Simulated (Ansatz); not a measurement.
# A ladder of methods for GeH2S (SMILES [SH][GeH])

GeH2S: 4 atoms, total charge 0, spin state singlet. As SMILES, `[SH][GeH]`. The shape is that of a PBE0-D4/def2-TZVP optimisation.

```xyz
4

S    -0.4433   -1.2018    0.2717
Ge   -0.8417    0.7379   -0.7436
H     0.7792   -0.9621    0.7712
H     0.5612    1.3659   -0.3194
```

Each level gives the energy change with the S1–H3 bond stretched from 1.342 to 1.678 Å (eV). The values are calculated.

| level | kind | program | value (eV) | less FCI/STO-3G | CPU time (all runs) |
| --- | --- | --- | --- | --- | --- |
| HF/STO-3G (restricted) | Hartree–Fock | Ansatz | 1.46 | +0.58 | 0.42 s |
| revPBE/STO-3G (restricted) | GGA | Ansatz | 0.77 | -0.11 | 3.4 s |
| r2SCAN/STO-3G (restricted) | meta-GGA | Ansatz | 0.92 | +0.04 | 8 s |
| r2SCAN0/STO-3G (restricted) | hybrid meta-GGA | Ansatz | 1.11 | +0.23 | 7.6 s |
| wB97M-V/STO-3G (restricted) | range-separated hybrid | Ansatz | 1.08 | +0.20 | 48 s |
| RPA@PBE/STO-3G (restricted) | RPA | Ansatz | 1.02 | +0.14 | 7.8 s |
| CCSDT(Q)/STO-3G (restricted) | coupled cluster or CI | Ansatz | 0.88 | 0.00 | 1.4 s |
| CCSDT/STO-3G (restricted) | coupled cluster or CI | Ansatz | 0.89 | +0.01 | 1.2 s |
| FCI/STO-3G | exact in the basis | Ansatz | 0.88 | 0.00 | 14 s |

FCI/STO-3G is exact within its basis and frozen core, so for wave-function methods in that basis the difference is their error; functionals converge differently with the basis, so for them it is only a difference. All-electron rows without a relativistic Hamiltonian named are non-relativistic. The first shape isn't each level's own minimum. The values span 0.77 to 1.46 eV. All rows use very small basis sets, so even the best lies far from the true value. In the correlated wave-function rows the outer d shell of Ge is correlated, in sets not made for it. Times are those of the runs behind each value, whatever else they computed, on shared processors of several kinds: orders of magnitude only.

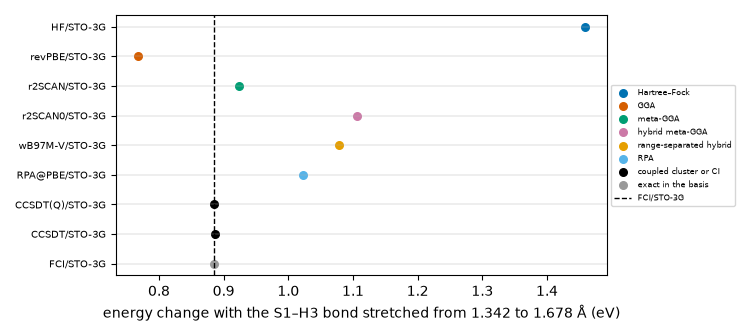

The values of the table, level by level.
